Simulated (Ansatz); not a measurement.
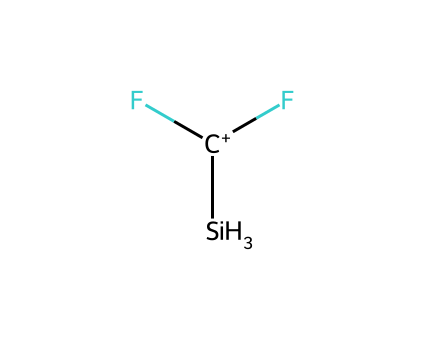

The picture comes from a calculation with Ansatz.

Skeletal drawing of a molecule. Charge +1, singlet.

Q: Write the SMILES.

A: F[C+](F)[SiH3]

Q: What is the molecular formula?

A: CH3F2Si, charge +1.
